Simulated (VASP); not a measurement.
Band structure of TiC (rock salt). Method: revTPSS meta-GGA, VASP's PBE PAW potentials (set 64) (plane waves; VASP 6.6.1).

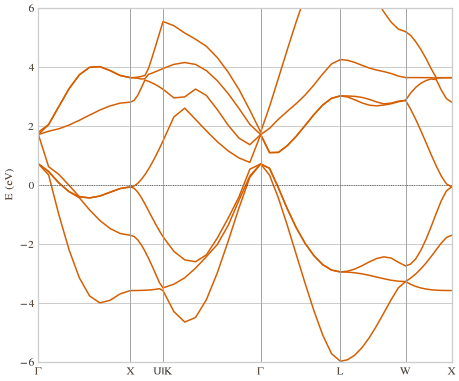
*Bands along high-symmetry lines, zero at the valence-band maximum or, without a gap, the Fermi level*

Question: Read the plot: is there a gap, and where are the band edges?

Answer: It has no gap at this level: it comes out as a metal or semimetal.

The compound is TiC in the rock salt structure. It was relaxed first.
